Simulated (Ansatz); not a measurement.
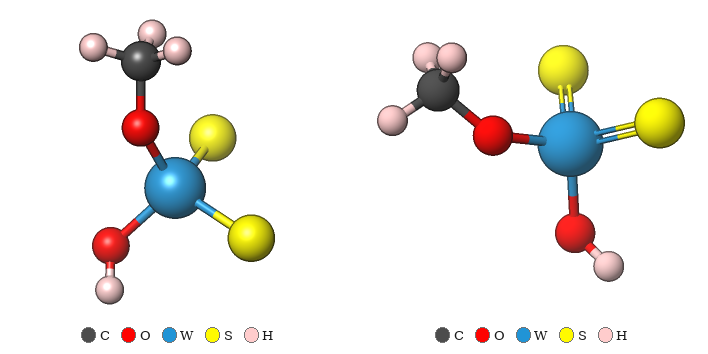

Both panels show the same species.

Charge 0, singlet. The geometry was computed by an optimisation with PBE0-D4/def2-TZVP.

Identify the structure.

Formula CH4O2S2W. SMILES: `C[O][W]([OH])(=[S])=[S]`. The point group is C1. Coordination: 1 C tetrahedral; 2 O bent; 1 W tetrahedral.

The parts below concern this one geometry. Atoms keep their numbers from picture to picture.

### Shape

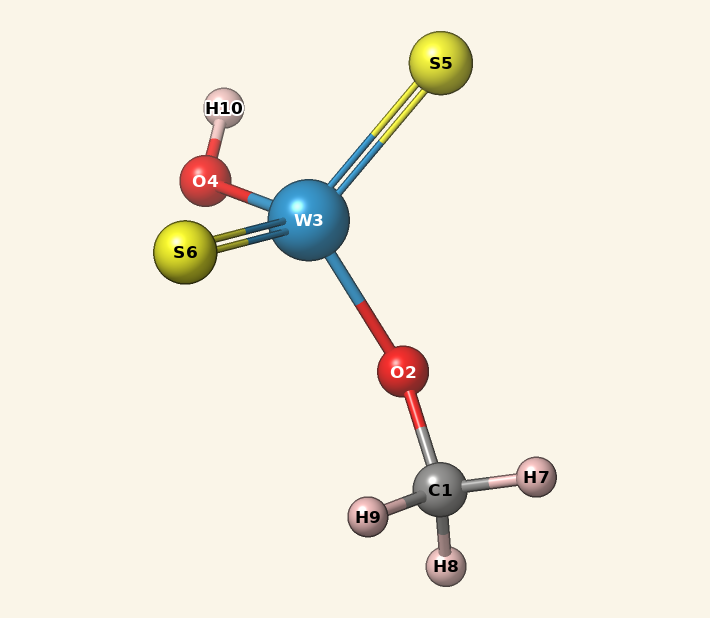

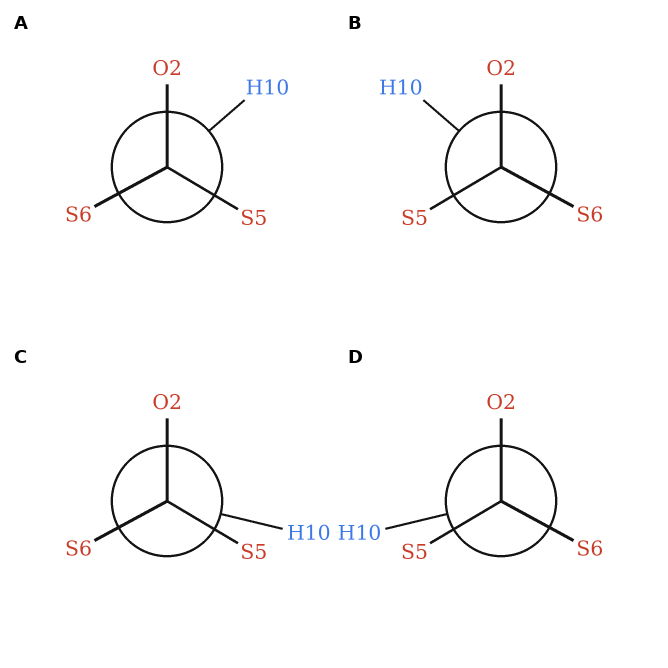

Atoms fade into the background with distance from the viewer. Bonds that would overlap in a projection are set slightly apart.

Question: Which Newman projection shows the view along W3–O4, with W3 in front?

Answer: D. The torsion angle S5–W3–O4–H10 is 11°, synperiplanar (eclipsed).

### Levels of theory compared

Program: Ansatz 0.2.0.

Compare dipole (D), HOMO–LUMO gap (eV) at these levels: B3LYP-D4/def2-TZVPP; PBE-D4/def2-TZVPP; r2SCAN-D4/def2-TZVPP; ωB97M-V/def2-TZVPP.

```tsv
level	dipole (D)	HOMO–LUMO gap (eV)
B3LYP-D4/def2-TZVPP	2.95	4.30
PBE-D4/def2-TZVPP	3.04	2.92
r2SCAN-D4/def2-TZVPP	3.14	3.22
ωB97M-V/def2-TZVPP	2.92	8.66
```

### Vibrations

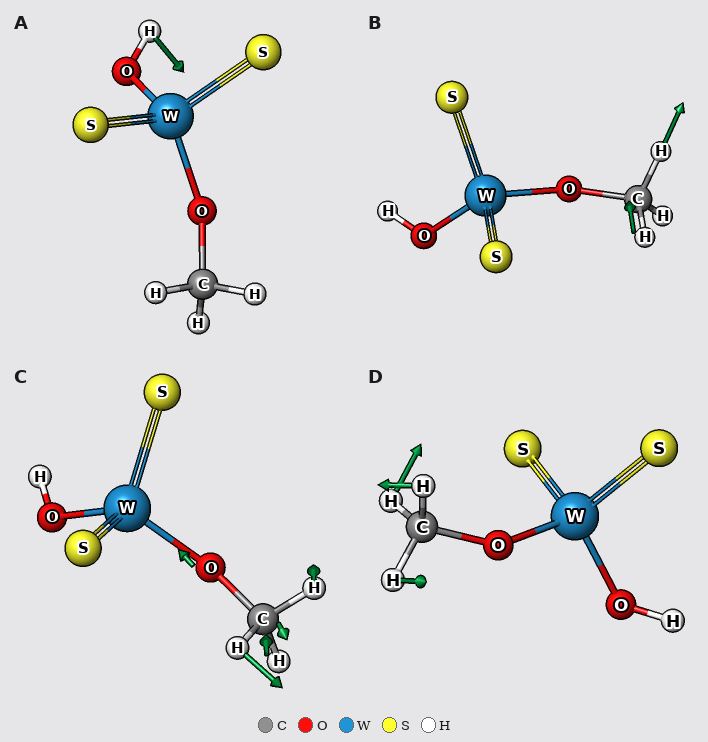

4 normal modes of one molecule or complex, as arrows. Harmonic vibrations computed with RKS PBE0-D4/def2-TZVP, core potentials on W (Ansatz 0.2.0) at a stationary point of the same level.

Question: Match the panels to the wavenumbers 281 cm⁻¹, 1155 cm⁻¹, 1481 cm⁻¹, 3123 cm⁻¹.

Answer: A: 281 cm⁻¹, a torsion or out-of-plane motion in which bond lengths and bond angles hardly change
B: 3123 cm⁻¹, out-of-phase stretching of 2 C–H bonds
C: 1155 cm⁻¹
D: 1481 cm⁻¹, H–C–H bending

### Charges

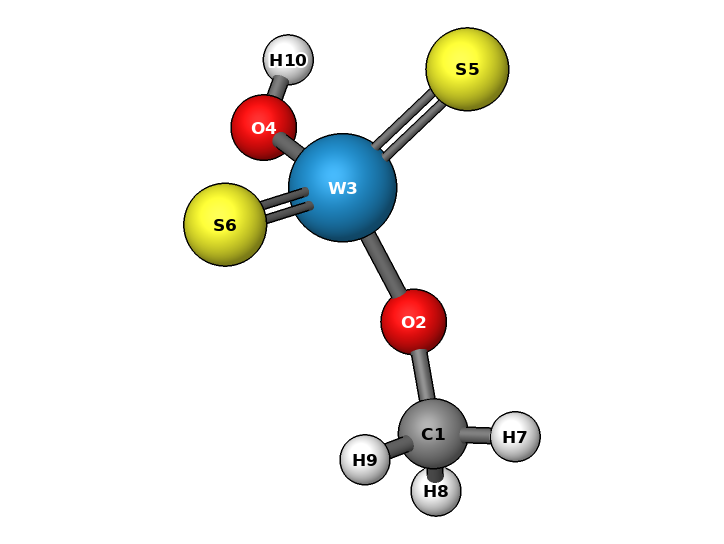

The questions are on Mulliken charges. Method: RKS PBE0-D4/def2-TZVP, core potentials on W (Ansatz 0.2.0).

List the Mulliken charges.

```csv
atom,value (e)
C1,−0.18
O2,−0.42
W3,1.07
O4,−0.59
S5,−0.34
S6,−0.33
H7,0.14
H8,0.14
H9,0.14
H10,0.36
```

Mulliken values depend strongly on the basis set and can even reverse the polarity of a bond.
